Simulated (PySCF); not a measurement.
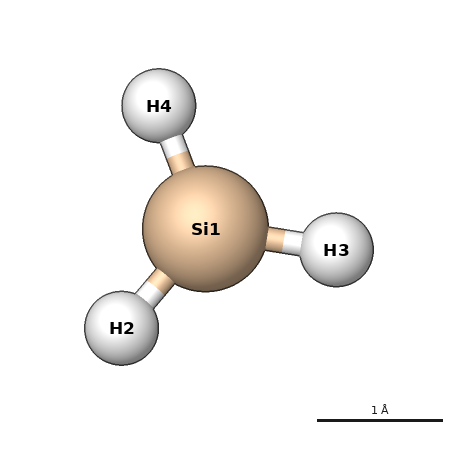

The atoms are numbered. State: charge −1, singlet. Geometry: a frame of a GFN2-xTB molecular-dynamics simulation, not a minimum.

What are the angles H2–Si1–H3?

| angle | degrees |
| --- | --- |
| H2–Si1–H3 | 120.7 |
